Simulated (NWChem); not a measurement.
# OH (SMILES [OH]) at UCCSD(T)/aug-cc-pVTZ

Aim: the vertical electron affinity of OH at UCCSD(T)/aug-cc-pVTZ, from 2 runs. 

The calculation is run with NWChem 7.3.0.

8 further runs of the same task are left out: 8 set aside as unsound or not needed. Runs told in other sessions of the task aren't counted.

### Step 1. Starting point

OH: 2 atoms, total charge 0, spin state doublet. As SMILES, `[OH]`. Geometry: relaxed at PBE0-D4/def2-TZVP.

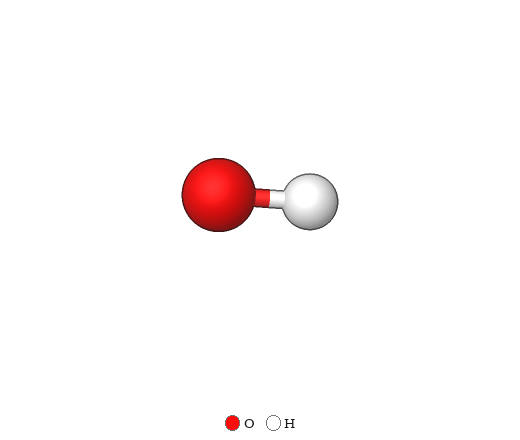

Viewed from a chosen angle; oxygen red, hydrogen white.

### Step 2. A single-point energy at UCCSD(T)/aug-cc-pVTZ

Contents of geom.nw:

```
start geom
memory 2200 mb

geometry units angstroms noautosym nocenter noautoz
 O     0.415880   -0.133150    0.214550
 H    -0.415880    0.133150   -0.214550
end

basis spherical bse
 * library aug-cc-pVTZ
end

scf
 nopen 1
 uhf
 thresh 1e-08
 maxiter 80
 print low
end

tce
 scf
 ccsd(t)
 freeze core 1
 maxiter 60
end

task tce
```

The run is started by

```bash
$ nwchem geom.nw > geom.out
```

What it wrote:

```text
[...]
  functions       =    69
[...]
  wavefunction    = UHF
[...]
         Total SCF energy =    -75.421514494365
      One electron energy =   -112.627500784406
      Two electron energy =     32.855411735230
 Nuclear repulsion energy =      4.350574554812
                       Sz =      0.5000
                 Sz(Sz+1) =      0.7500
                      S^2 =      0.7571
[...]
         Wavefunction type : Unrestricted Hartree-Fock
          No. of electrons :     9
[...]
         Spin multiplicity : doublet
[...]
 CCSD total energy / hartree       =       -75.639692387743764
[...]
 CCSD[T] total energy / hartree       =       -75.645792898491123
[...]
 CCSD(T) total energy / hartree       =       -75.645586213511507
[...]
```

It took 34 s on 1 thread of Intel Xeon Platinum 8259CL at 2.50GHz (Skylake/Cascade Lake), shared host; peak memory 0.78 GiB.

### Step 3. The singlet anion at the same level

Contents of a.nw:

```
start a
title "HO ccsd(t)"
memory total 2200 mb
charge -1

geometry noautosym nocenter noautoz
  O        0.415880      -0.133150       0.214550
  H       -0.415880       0.133150      -0.214550
end

basis spherical bse
  O library aug-cc-pVTZ
  H library aug-cc-pVTZ
end

scf
  thresh 1e-08
  maxiter 80
end

ccsd
  freeze core 1
  maxiter 60
end

task ccsd(t) energy
```

The run is started by

```bash
$ nwchem a.nw > a.out
```

What it wrote:

```text
[...]
  functions       =    69
[...]
  wavefunction    = RHF
[...]
         Total SCF energy =    -75.411741313629
      One-electron energy =   -116.411409780919
      Two-electron energy =     36.649093912478
 Nuclear repulsion energy =      4.350574554812
        Time for solution =     24.1s
[...]
 Total MP2 energy:            -75.702258574194204
[...]
             energy      energy      error      ampl     ampl      Block
                                                time     time      time
[...]
 Total CCSD energy:            -75.696957949992708
[...]
 Total CCSD+T(CCSD) energy:            -75.710704620426540
[...]
 Total CCSD(T) energy:                 -75.709400607355377
[...]
```

Wall time 68 s (1 thread of Intel Xeon Platinum 8259CL at 2.50GHz (Skylake/Cascade Lake), shared host); peak memory 0.13 GiB.

### Step 4. Results

Level: UCCSD(T)/aug-cc-pVTZ, 1 core orbital frozen.

```
                                                            quantity         value
                                            doublet OH: total energy  -75.64559 Eh
              doublet OH: correlation energy (1 core orbital frozen)    -224.1 mEh
                                          doublet OH: (T) correction     -5.89 mEh
                       doublet OH: ⟨S²⟩ of the reference determinant         0.757
                                         singlet anion: total energy  -75.70940 Eh
                  singlet anion: HOMO energy (Hartree–Fock orbitals)      -2.97 eV
                  singlet anion: LUMO energy (Hartree–Fock orbitals)       4.86 eV
singlet anion: HOMO–LUMO gap (to an unbound level, set by the basis)       7.83 eV
           singlet anion: correlation energy (1 core orbital frozen)    -297.7 mEh
                                       singlet anion: (T) correction    -12.44 mEh
                   vertical electron affinity (to the singlet anion)      1.736 eV
```

In words: At fixed nuclei the extra electron is bound by 1.74 eV (40 kcal/mol). The triples (doublet OH) make up 2.6 % of the correlation energy. The triples (singlet anion) make up 4.2 % of the correlation energy.
